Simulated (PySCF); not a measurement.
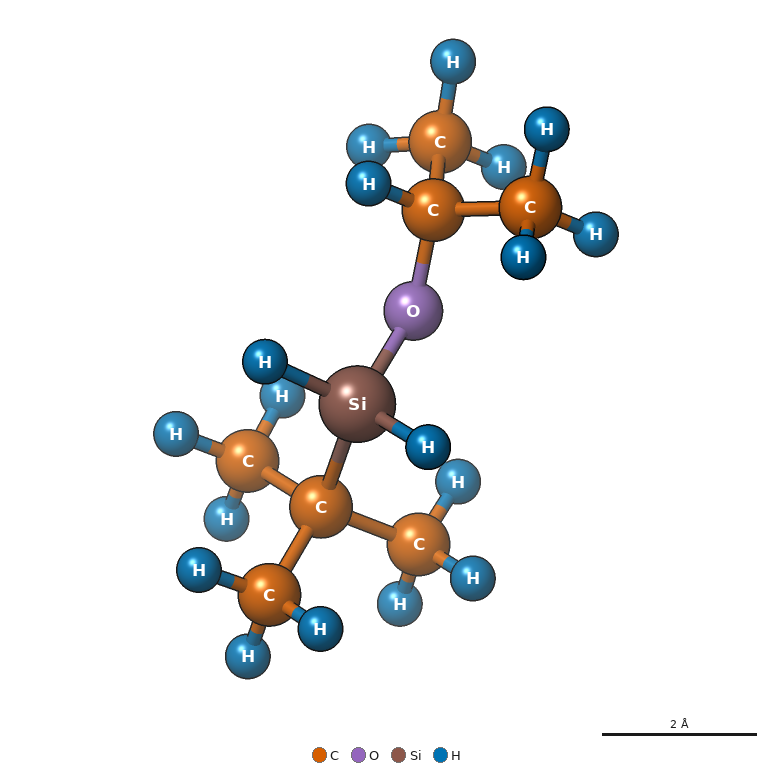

Atoms fade into the background with distance from the viewer. The geometry was computed by an optimisation with PBE0-D3(BJ)/def2-SVP. No frequency run is at hand to confirm it as a minimum. Masses are those of the most abundant isotopes; constants are for the rigid equilibrium geometry.

Q: Classify the rotor and give the rotational constants (cm⁻¹).

A: An asymmetric top (C1): A = 0.0847, B = 0.0227, C = 0.0212 cm⁻¹. Ray's parameter κ is −0.95, close to the prolate limit.
